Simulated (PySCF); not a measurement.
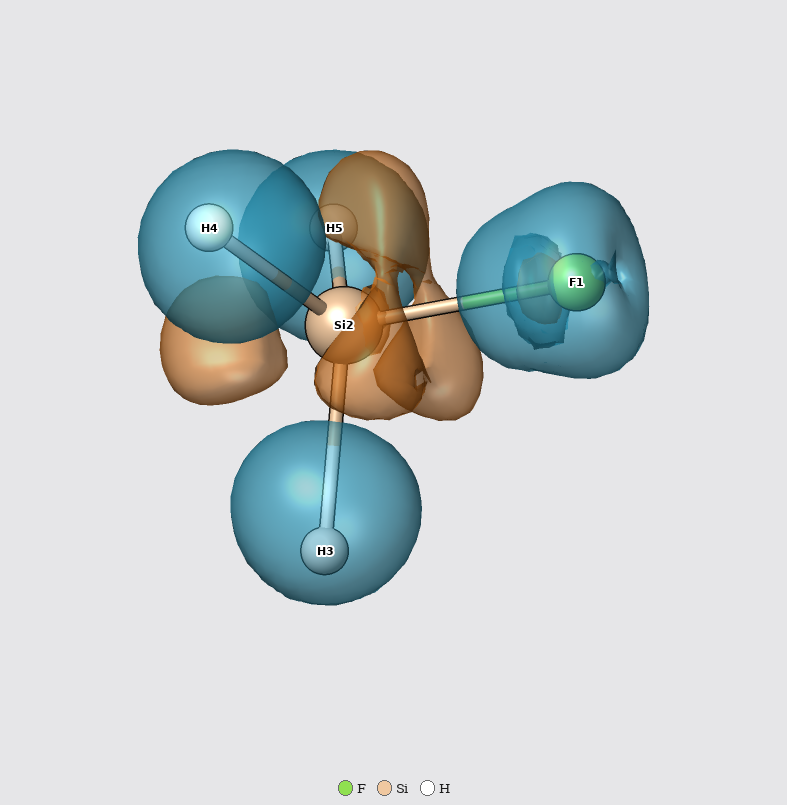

Figure 1: FH$_{3}$Si, SMILES `F[SiH3]`. Deformation density (molecule less spherical, spin-averaged free atoms at the same positions), surfaces at ±0.1 e/Å³; light blue: gain, orange: loss.

Computed with PySCF, B3LYP/def2-SVP, geometry: GFN2-xTB. No frequency check shows the geometry to be a minimum.

Coordinates in Å:

```
F1       1.0938    0.0000    0.0000
Si2     -0.5122    0.0000    0.0000
H3      -0.8910   -1.3410   -0.4156
H4      -0.8913    0.3104    1.3689
H5      -0.8913    1.0302   -0.9535
```

Question: How much density has each bond gained at its critical point, relative to the free atoms?

Answer: Si2–H4, Si2–H5 and Si2–H3: +0.19 e/Å³ at the bond critical point (bond length 1.45 Å, Mayer order 0.9). F1–Si2: −0.02 e/Å³ at the bond critical point (bond length 1.61 Å, Mayer order 1.0); up to 0.6 Å beside the axis the gain reaches +0.21 e/Å³. In all, 1.2 electrons gather in the regions of gain relative to the promolecule. A small or negative value marks a very polar bond, one between electron-rich atoms, whose free-atom densities already overlap strongly, a long bond to a heavier atom, or a closed-shell contact such as a hydrogen bond.

Question: Where do the Hirshfeld charges lie?

Answer: The highest Hirshfeld charge is on Si2 (+0.44 e), the lowest on F1 (−0.20 e).

| atom | charge (e) |
| --- | --- |
| F1 | −0.20 |
| Si2 | +0.44 |
| H3 | −0.08 |
| H4 | −0.08 |
| H5 | −0.08 |
